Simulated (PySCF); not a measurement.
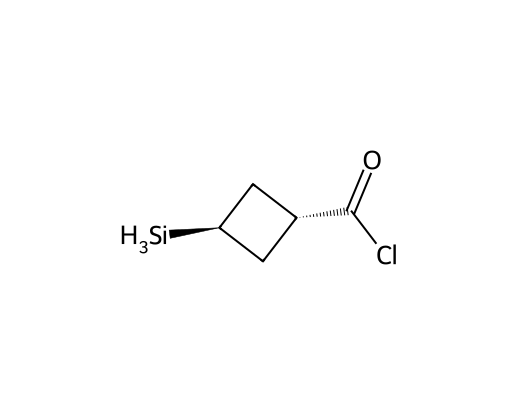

(Drawn from a calculation with PySCF.)

> Give its SMILES.

O=C(Cl)[C@H]1C[C@H]([SiH3])C1

> What is the molecular formula?

C5H9ClOSi.

> An optimisation with GFN2-xTB gave a structure of which point group?

C1.
